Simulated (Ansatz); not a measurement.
The relaxed structure here is a generated cell of CdS: the first start was made by placing the elements on the sites of a structure type, and the end was not matched to a known phase here, so it may be hypothetical. Known forms of CdS include space group No. 186, 216.

One stationary structure of CdS. Space group P6₃/mmc (No. 194), NiAs type. Level of theory: r2SCAN (plane waves to 500 eV, PAW, scalar-relativistic; Ansatz, a program for electronic structure).

```xyz
4
Lattice="3.8417 0.0000 0.0000 -1.9209 3.3270 0.0000 0.0000 0.0000 6.4484" Properties=species:S:1:pos:R:3 pbc="T T T"
Cd     0.0000     0.0000     0.0000
Cd     0.0000     0.0000     3.2242
S      0.0000     2.2180     1.6121
S      1.9209     1.1090     4.8363
```

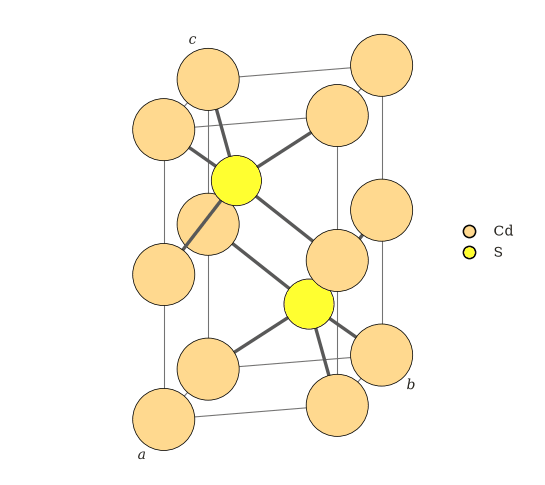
*The conventional cell of the relaxed structure*

* **Volume per atom**: 20.61 Å³
* **Band gap**: 1.25 eV, direct at Γ (no spin-orbit coupling)
* **Shortest distances**: Cd–S 2.74 Å; Cd–Cd 3.22 Å
* **k-mesh**: 10×10×5

Band energies at high-symmetry points (eV from the VBM; labels of this space group; no spin-orbit coupling), from −5 eV up to 4.6 eV:

| point | energies |
|---|---|
| Γ | -4.92 -0.96 -0.79 -0.79 0.00 0.00 1.25 3.99 |
| M | -4.49 -3.80 -3.14 -2.11 -1.43 -0.05 2.95 4.21 4.33 |
| K | -4.83 -3.04 -2.28 -2.28 -1.98 -1.98 1.46 |
| A | -3.51 -3.51 -0.37 -0.37 -0.37 -0.37 3.64 3.64 |
| L | -4.68 -4.68 -1.35 -1.35 -1.19 -1.19 2.55 2.55 |
| H | -4.21 -4.21 -3.41 -3.41 -0.37 -0.37 4.06 4.06 |

No spin polarisation in the result.

The run could not lose the symmetry of its start; a randomly shaken copy of 8 atoms returns to this structure.

All atoms sit on sites fixed by symmetry, so only the cell could relax.
